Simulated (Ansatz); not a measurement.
**Nudged elastic band of SiH$_{5}$Cl**

SiH$_{5}$Cl, computed with RKS B3LYP-D4/6-31G* (Ansatz 0.2.0).

It belongs to a series of runs on one base structure; here: band between the two ends. Figures and captions count atoms from 1; the log counts them from 0 in places.

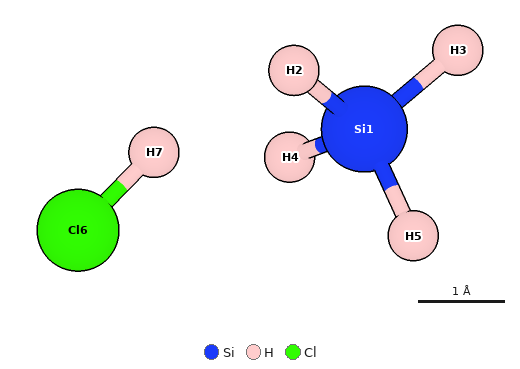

The input geometry (ball-and-stick view, seen at a tilt; atoms are numbered from 1 in the order of the input). Bond lengths as drawn: Cl–H 1.29 Å and H–Si 1.48 to 1.49 Å.

The input:
```yaml
crystal:
  periodic: [false, false, false]
  atoms:
    - { symbol: Si, position_ang: [0.35955, 0.0, -0.199562] }
    - { symbol: H, position_ang: [0.075283, 0.0, 1.264855] }
    - { symbol: H, position_ang: [1.830887, 0.0, -0.394747] }
    - { symbol: H, position_ang: [-0.238714, 1.216373, -0.8027] }
    - { symbol: H, position_ang: [-0.238714, -1.216373, -0.8027] }
    - { symbol: Cl, position_ang: [-3.169489, 0.0, 1.963849] }
    - { symbol: H, position_ang: [-1.877503, 0.0, 1.960204] }
basis:
  gaussian: { orbitals: "6-31G*" }
hamiltonian:
  xc: b3lyp
  dispersion: d4
neb:
  order_check: false
  images: 5
  f_tol: 0.03
  max_iterations: 60
  final_atoms:
    - { symbol: Si, position_ang: [-0.40617977, 1.77e-06, -0.74021814] }
    - { symbol: H, position_ang: [-0.02410326, -5.82e-06, 3.4043608] }
    - { symbol: H, position_ang: [0.69324484, 4.24e-06, 0.25185785] }
    - { symbol: H, position_ang: [-0.34268857, 1.2163385, -1.58354932] }
    - { symbol: H, position_ang: [-0.34268892, -1.2163395, -1.58354357] }
    - { symbol: Cl, position_ang: [-2.21706775, 4.85e-06, 0.28200841] }
    - { symbol: H, position_ang: [-0.61921657, -4.05e-06, 2.95828297] }
  initial_path:
    images:
      - { positions_ang: [[0.35955, 0.0, -0.199562], [0.075283, 0.0, 1.264855], [1.830887, 0.0, -0.394747], [-0.238714, 1.216373, -0.8027], [-0.238714, -1.216373, -0.8027], [-3.169489, 0.0, 1.963849], [-1.877503, 0.0, 1.960204]] }
      - { positions_ang: [[0.24466304, 0.0, -0.12743391], [0.0336995, 0.0, 1.45179593], [1.68995998, 0.0, -0.40320353], [-0.37750554, 1.20804867, -0.69964075], [-0.37750554, -1.20804867, -0.69964075], [-2.88529129, 0.0, 1.54274777], [-1.58672016, 0.0, 1.92457424]] }
      - { positions_ang: [[0.12977609, 0.0, -0.05530581], [-0.007884, 0.0, 1.63873685], [1.54903297, 0.0, -0.41166005], [-0.51629708, 1.19972433, -0.5965815], [-0.51629708, -1.19972433, -0.5965815], [-2.60109358, 0.0, 1.12164654], [-1.29593731, 0.0, 1.88894447]] }
      - { positions_ang: [[0.01488913, 0.0, 0.01682228], [-0.0494675, 0.0, 1.82567778], [1.40810595, 0.0, -0.42011658], [-0.65508862, 1.1914, -0.49352225], [-0.65508862, -1.1914, -0.49352225], [-2.31689586, 0.0, 0.70054531], [-1.00515447, 0.0, 1.85331471]] }
      - { positions_ang: [[-0.12546717, 5.9e-07, -0.23552453], [-0.04101276, -1.94e-06, 2.35190546], [1.16981892, 1.41e-06, -0.1961251], [-0.55095527, 1.19971283, -0.85686461], [-0.55095539, -1.19971317, -0.85686269], [-2.28361983, 1.62e-06, 0.56103301], [-0.8765085, -1.35e-06, 2.22163746]] }
      - { positions_ang: [[-0.26582347, 1.18e-06, -0.48787134], [-0.03255801, -3.88e-06, 2.87813313], [0.93153188, 2.83e-06, 0.02786637], [-0.44682192, 1.20802567, -1.22020696], [-0.44682216, -1.20802633, -1.22020313], [-2.25034379, 3.24e-06, 0.42152071], [-0.74786253, -2.7e-06, 2.58996022]] }
      - { positions_ang: [[-0.40617977, 1.77e-06, -0.74021814], [-0.02410326, -5.82e-06, 3.4043608], [0.69324484, 4.24e-06, 0.25185785], [-0.34268857, 1.2163385, -1.58354932], [-0.34268892, -1.2163395, -1.58354357], [-2.21706775, 4.85e-06, 0.28200841], [-0.61921657, -4.05e-06, 2.95828297]] }
```

Machine: 1 thread of Intel Xeon (Granite Rapids), 32 GiB of memory available, shared host.

Run as:
```bash
ansatz run input.yaml --threads 1 --pin off --max-ram 2048MiB --backend cpu --events-out ev --progress --plain --runs-dir out
```

What the program printed:
```
Engine: ansatz 0.2.0, x86_64-unknown-linux-gnu
Functional definition: B3LYP
  parameter a0 = 0.2
  parameter ax = 0.72
  parameter ac = 0.81
  exchange = (1 - a0 - ax)*slater_x + ax*b88_x + a0*exact_x
  correlation = (1 - ac)*vwn_rpa_c + ac*lyp_c
528 factors; integrals over basis functions are off by at most 8.0e-4 eV
mean field evaluation 1: about -20480.9707 eV, gradient 1.2e1 eV
mean field evaluation 2: about -20481.2115 eV, gradient 9.6e0 eV
mean field evaluation 4: about -20481.4623 eV, gradient 2.1e-1 eV
mean field evaluation 8: about -20481.4666 eV, gradient 1.9e-3 eV
mean field -20481.46659380 eV, -752.6800144855 hartree, gradient 7.0e-6 eV, S^2 0.000000; 0 other end points of the search recorded, 0 dependent functions left out
the calculation of the forces begins
reference -20481.46683211 eV, -752.6800232430 hartree; 18, 18 occupied and 30, 30 virtual orbitals, 528 factors
528 factors; integrals over basis functions are off by at most 1.0e-3 eV
mean field evaluation 16: about -20482.1621 eV, gradient 1.8e0 eV
mean field -20482.18502615 eV, -752.7064163874 hartree, gradient 2.6e-5 eV, S^2 0.000000; 0 other end points of the search recorded, 0 dependent functions left out
[... from here on the field's lines of each further geometry are left out, up to the last ...]
NEB iter   1: max|band force component| = 7.014e0 eV/Å  barrier→ = 2.9818 eV  barrier← = 3.7311 eV  Δτ_max = 0.2000 Å  (162 SCF iters)
NEB iter   2: max|band force component| = 3.171e0 eV/Å  barrier→ = 2.3743 eV  barrier← = 3.1236 eV  Δτ_max = 0.2000 Å  (129 SCF iters)
NEB iter   3: max|band force component| = 1.169e0 eV/Å  barrier→ = 1.7875 eV  barrier← = 2.5368 eV  Δτ_max = 0.1995 Å  (128 SCF iters)
NEB iter   4: max|band force component| = 8.103e-1 eV/Å  barrier→ = 1.4154 eV  barrier← = 2.1647 eV  Δτ_max = 0.0595 Å  (128 SCF iters)
NEB iter   5: max|band force component| = 7.186e-1 eV/Å  barrier→ = 1.2832 eV  barrier← = 2.0326 eV  Δτ_max = 0.1775 Å  (118 SCF iters)
NEB iter   6: max|band force component| = 6.456e-1 eV/Å  barrier→ = 1.2785 eV  barrier← = 2.0278 eV  Δτ_max = 0.0633 Å  (116 SCF iters)
NEB iter   7: max|band force component| = 1.482e0 eV/Å  barrier→ = 1.2479 eV  barrier← = 1.9972 eV  CI = image 2  Δτ_max = 0.2000 Å  (115 SCF iters)
NEB iter   8: max|band force component| = 1.237e0 eV/Å  barrier→ = 1.5562 eV  barrier← = 2.3055 eV  CI = image 2  Δτ_max = 0.2000 Å  (116 SCF iters)
NEB iter   9: max|band force component| = 1.495e0 eV/Å  barrier→ = 1.9432 eV  barrier← = 2.6925 eV  CI = image 2  Δτ_max = 0.1009 Å  (115 SCF iters)
NEB iter  10: max|band force component| = 1.484e0 eV/Å  barrier→ = 1.8787 eV  barrier← = 2.6280 eV  CI = image 2  Δτ_max = 0.0493 Å  (114 SCF iters)
NEB iter  11: max|band force component| = 4.135e-1 eV/Å  barrier→ = 1.8684 eV  barrier← = 2.6178 eV  CI = image 2  Δτ_max = 0.0586 Å  (105 SCF iters)
NEB iter  12: max|band force component| = 3.126e-1 eV/Å  barrier→ = 1.8624 eV  barrier← = 2.6118 eV  CI = image 2  Δτ_max = 0.1006 Å  (101 SCF iters)
NEB iter  13: max|band force component| = 1.097e0 eV/Å  barrier→ = 1.8602 eV  barrier← = 2.6095 eV  CI = image 2  Δτ_max = 0.0496 Å  (101 SCF iters)
NEB iter  14: max|band force component| = 1.652e-1 eV/Å  barrier→ = 1.8580 eV  barrier← = 2.6073 eV  CI = image 2  Δτ_max = 0.0328 Å  (99 SCF iters)
the calculation of the forces begins
reference -20482.13570435 eV, -752.7046038448 hartree; 18, 18 occupied and 30, 30 virtual orbitals, 530 factors
528 factors; integrals over basis functions are off by at most 8.0e-4 eV
mean field evaluation 608: about -20479.5540 eV, gradient 7.3e-5 eV
mean field -20479.55396597 eV, -752.6097267092 hartree, gradient 2.7e-5 eV, S^2 0.000000; 1 other end points of the search recorded, 0 dependent functions left out
the calculation of the forces begins
reference -20479.55418802 eV, -752.6097348692 hartree; 18, 18 occupied and 30, 30 virtual orbitals, 528 factors
NEB iter  15: max|band force component| = 2.889e-2 eV/Å  barrier→ = 1.8571 eV  barrier← = 2.6064 eV  CI = image 2  Δτ_max = 0.0000 Å  (214 SCF iters)
```

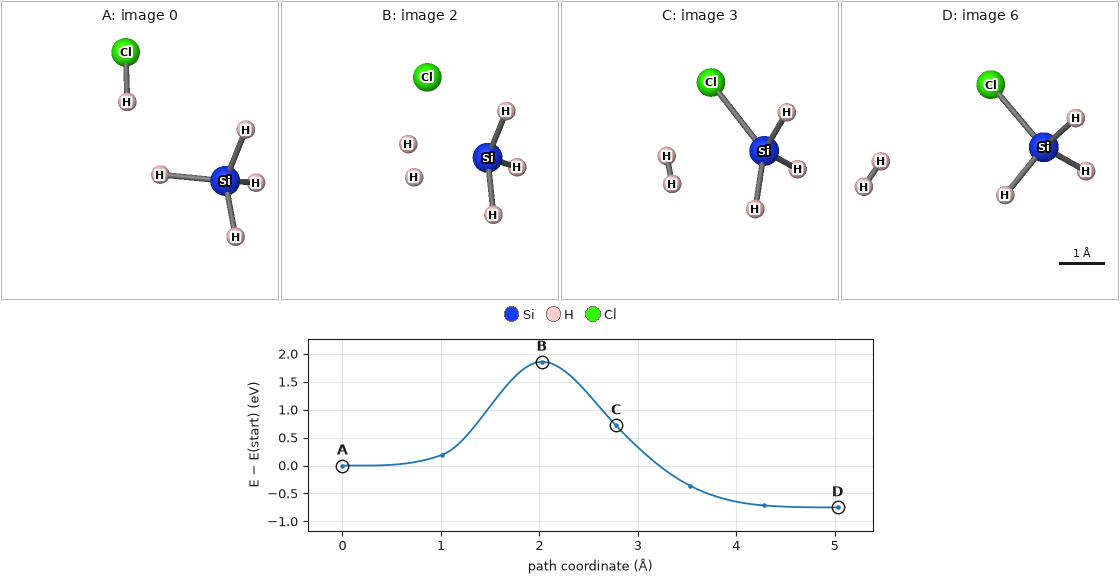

Images of the last band (counted from 0; ball-and-stick, seen at a tilt) above the energy along the path; the line is a cubic interpolation that uses the forces. The highest image is number 2, 1.857 eV above the start and 2.606 eV above the end (the climbing image); the end lies 0.749 eV below the start. The path is 5.03 Å long. The band converged in 15 iterations.

```
Total energy: -20479.73101806 eV, -752.6162332534 hartree
Atom 0 at    -0.176892    -0.000000    -0.059026 Å, force    -0.010880    -0.000006    -0.008136 eV/Å
Atom 1 at     0.046808     0.000002     1.647758 Å, force    -0.002467     0.000001     0.009915 eV/Å
Atom 2 at     1.319272    -0.000001    -0.016781 Å, force    -0.007007     0.000000    -0.002906 eV/Å
Atom 3 at    -0.564069     1.288777    -0.655571 Å, force     0.008676     0.007842     0.004884 eV/Å
Atom 4 at    -0.564069    -1.288777    -0.655574 Å, force     0.008678    -0.007836     0.004887 eV/Å
Atom 5 at    -2.486820    -0.000003     1.050061 Å, force    -0.004974     0.000000     0.003798 eV/Å
Atom 6 at    -0.832928     0.000002     1.678332 Å, force     0.007975    -0.000001    -0.012441 eV/Å
Dipole moment:     0.757418     0.000001    -0.173463 e Å
this run last wrote the band of iteration 15 to [file]
```

The last band as extended XYZ (Å, eV, eV/Å):
```
7
Properties=species:S:1:pos:R:3:forces:R:3 image=0 energy=-20481.58788
Si    0.3595    0.0000   -0.1996   -0.0005   0.0000   0.0014
H     0.0753    0.0000    1.2649   -0.0001   0.0000  -0.0010
H     1.8309    0.0000   -0.3947    0.0000   0.0000   0.0005
H    -0.2387    1.2164   -0.8027    0.0004   0.0006  -0.0009
H    -0.2387   -1.2164   -0.8027    0.0004  -0.0006  -0.0009
Cl   -3.1695    0.0000    1.9638   -0.0011   0.0000   0.0009
H    -1.8775    0.0000    1.9602    0.0008   0.0000   0.0000
7
Properties=species:S:1:pos:R:3:forces:R:3 image=1 energy=-20481.39536
Si    0.1781    0.0000   -0.0647    0.2723   0.0000  -0.0315
H     0.1195    0.0000    1.4352    0.0738   0.0000  -0.1362
H     1.6230    0.0000   -0.3512    0.2128   0.0000  -0.2282
H    -0.4797    1.2219   -0.5908    0.0635  -0.0487   0.0523
H    -0.4797   -1.2219   -0.5908    0.0635   0.0487   0.0523
Cl   -2.7438    0.0000    1.4145   -0.2014   0.0000   0.2489
H    -1.4760    0.0000    1.7370   -0.4845   0.0000   0.0425
7
Properties=species:S:1:pos:R:3:forces:R:3 image=2 energy=-20479.73080
Si   -0.1769    0.0000   -0.0590   -0.0109   0.0000  -0.0081
H     0.0468    0.0000    1.6478   -0.0025   0.0000   0.0099
H     1.3193    0.0000   -0.0168   -0.0070   0.0000  -0.0029
H    -0.5641    1.2888   -0.6556    0.0087   0.0078   0.0049
H    -0.5641   -1.2888   -0.6556    0.0087  -0.0078   0.0049
Cl   -2.4868    0.0000    1.0501   -0.0050   0.0000   0.0038
H    -0.8329    0.0000    1.6783    0.0080   0.0000  -0.0124
7
Properties=species:S:1:pos:R:3:forces:R:3 image=3 energy=-20480.86956
Si   -0.3896    0.0000   -0.2023   -0.5754   0.0000  -0.3626
H     0.1244    0.0000    1.9566    0.2654   0.0000   0.7588
H     1.0824    0.0000    0.1621   -0.6324   0.0000   0.3682
H    -0.5487    1.3016   -0.8614   -0.0071   0.0344  -0.5197
H    -0.5487   -1.3016   -0.8614   -0.0071  -0.0344  -0.5197
Cl   -2.3573    0.0000    0.7970    0.3692   0.0000  -0.5643
H    -0.6211    0.0000    1.9986    0.5874   0.0000   0.8393
7
Properties=species:S:1:pos:R:3:forces:R:3 image=4 energy=-20481.94783
Si   -0.4288    0.0000   -0.3898   -0.1030   0.0000  -0.2350
H     0.1184    0.0000    2.3319    0.1192   0.0000   0.4161
H     0.8432    0.0000    0.3821   -0.3116   0.0000   0.1521
H    -0.4484    1.2654   -1.1451    0.0231  -0.0439  -0.3463
H    -0.4484   -1.2654   -1.1451    0.0231   0.0439  -0.3463
Cl   -2.2733    0.0000    0.6078    0.1302   0.0000  -0.0844
H    -0.6215    0.0000    2.3474    0.1191   0.0000   0.4437
7
Properties=species:S:1:pos:R:3:forces:R:3 image=5 energy=-20482.30121
Si   -0.4268    0.0000   -0.5681   -0.0055   0.0000  -0.0343
H     0.1016    0.0000    2.8105    0.0142   0.0000   0.0897
H     0.6730    0.0000    0.4230   -0.0349   0.0000  -0.0048
H    -0.3565    1.2229   -1.3991    0.0038  -0.0081  -0.0508
H    -0.3565   -1.2229   -1.3991    0.0038   0.0081  -0.0508
Cl   -2.2599    0.0000    0.4152    0.0033   0.0000  -0.0221
H    -0.6336    0.0000    2.7068    0.0153   0.0000   0.0730
7
Properties=species:S:1:pos:R:3:forces:R:3 image=6 energy=-20482.33720
Si   -0.4062    0.0000   -0.7402   -0.0050   0.0000   0.0008
H    -0.0241    0.0000    3.4044   -0.0163   0.0000  -0.0089
H     0.6932    0.0000    0.2519    0.0013   0.0000  -0.0028
H    -0.3427    1.2163   -1.5835    0.0016  -0.0011  -0.0003
H    -0.3427   -1.2163   -1.5835    0.0016   0.0011  -0.0003
Cl   -2.2171    0.0000    0.2820    0.0013   0.0000   0.0011
H    -0.6192    0.0000    2.9583    0.0154   0.0000   0.0105
```

Key numbers:

- outcome: converged
- barrier, forward: 1.857 eV
- barrier, backward: 2.606 eV
- wall time: 72 s
- peak memory: 0.12 GiB

Remarks:

The order of the saddle point was not checked.
